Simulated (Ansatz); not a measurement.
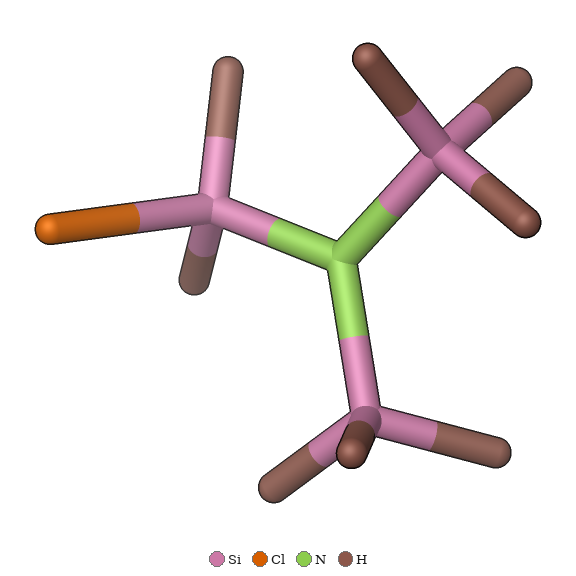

Computed geometry: PBE0-D4/def2-TZVP optimisation.

Question: Which formula does it have?

Answer: ClH₈NSi₃, 13 atoms: 1 chlorine, 8 hydrogen, 1 nitrogen and 3 silicon.

Question: How many bonds of each kind are drawn?

Answer: 8 Si–H, 3 N–Si, 1 Cl–Si. Sticks follow a distance rule.

More results for the same structure follow; atom numbers are the same in all pictures, views and colours differ.

**Vibrations**

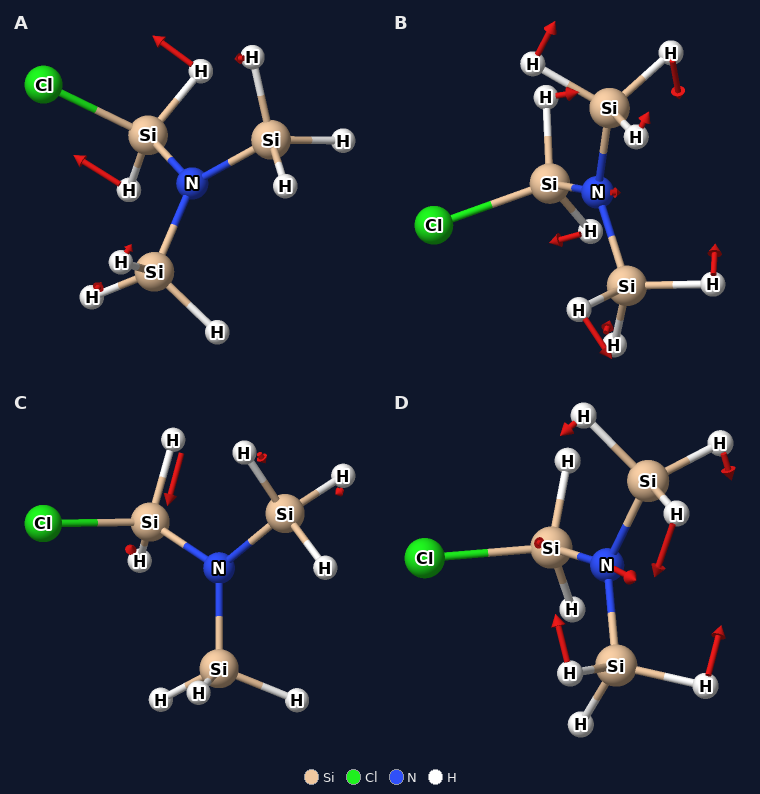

4 normal modes of one molecule or complex, as arrows. Harmonic vibrations computed with RKS PBE0-D4/def2-TZVP (Ansatz 0.2.0) at a stationary point of the same level.

Question: Match the panels to the wavenumbers 724 cm⁻¹, 883 cm⁻¹, 1034 cm⁻¹, 2247 cm⁻¹.

Answer: A: 883 cm⁻¹, angle bending
B: 724 cm⁻¹, H–Si–N bending
C: 2247 cm⁻¹, Si–H stretching
D: 1034 cm⁻¹

**Electronic properties**

Method: RKS PBE0-D4/def2-TZVPP (Ansatz 0.2.0).

Computed properties:

- HOMO energy (Kohn–Sham orbital): −8.04 eV
- LUMO energy (Kohn–Sham orbital): −0.42 eV
- HOMO–LUMO gap: 7.62 eV
- dispersion correction: −34.3 kJ/mol

**Dipole moment**

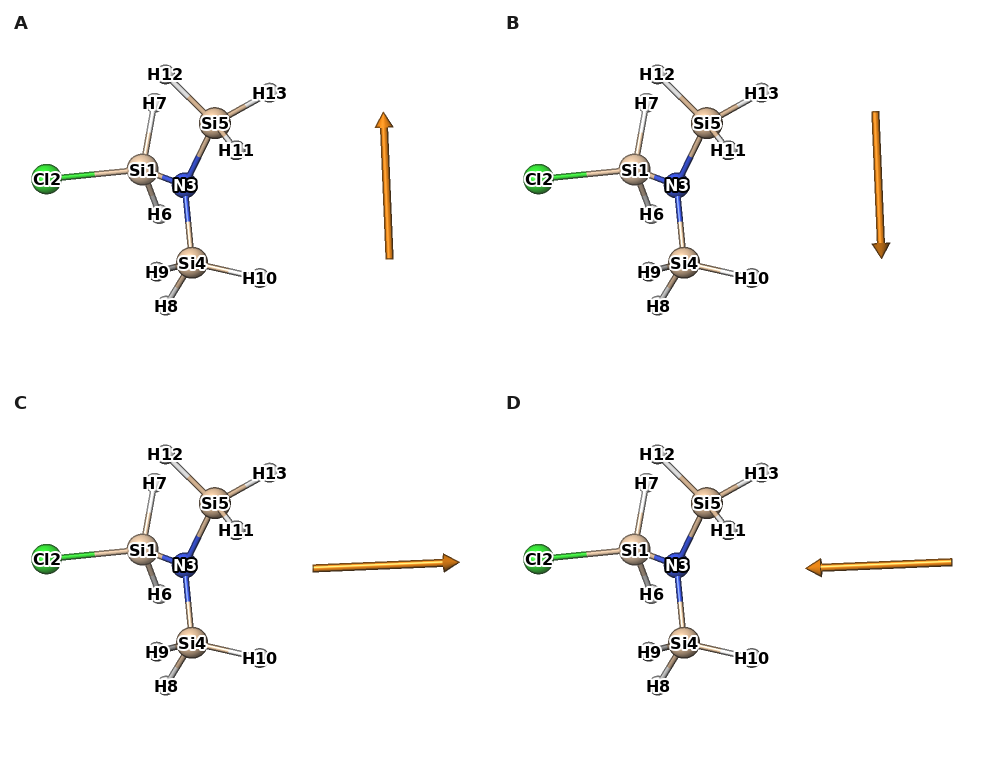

The same molecule four times, each with an arrow. Method: RKS PBE0-D4/def2-TZVP (Ansatz 0.2.0).

Question: Which arrow points along the dipole moment, from the negative to the positive end?

Answer: C. The dipole moment is 1.36 D; it points from the side of Cl2 to the side of H13 (the outermost atoms at the two ends).

**Charges**

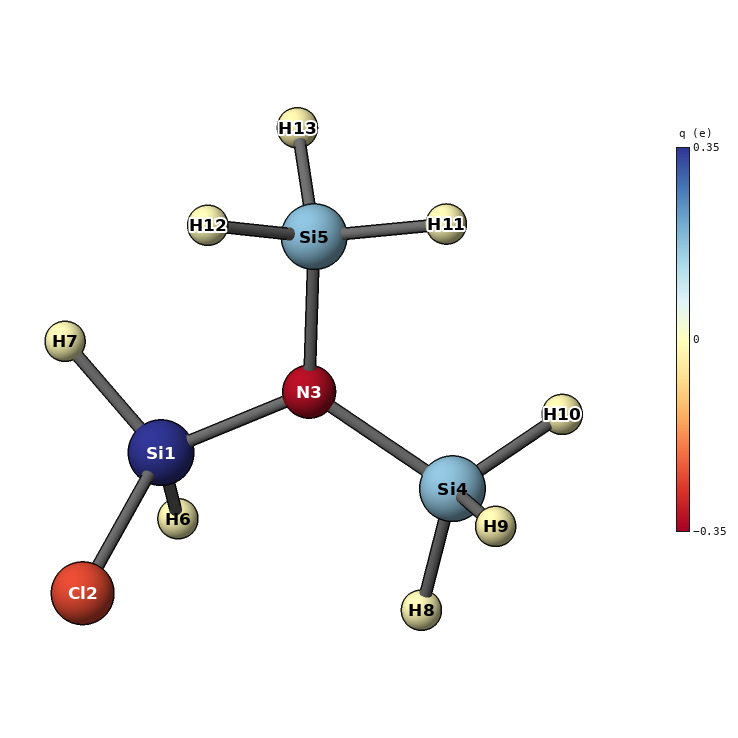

Atoms are coloured by their Mulliken charges. Properties computed with RKS PBE0-D4/def2-TZVP (Ansatz 0.2.0).

Give the Mulliken charges atom by atom.

| atom | value (e) |
| --- | --- |
| Si1 | 0.35 |
| Cl2 | −0.25 |
| N3 | −0.32 |
| Si4 | 0.17 |
| Si5 | 0.18 |
| H6 | −0.01 |
| H7 | −0.01 |
| H8 | −0.01 |
| H9 | −0.02 |
| H10 | −0.02 |
| H11 | −0.02 |
| H12 | −0.01 |
| H13 | −0.02 |

Mulliken values depend strongly on the basis set and can even reverse the polarity of a bond.
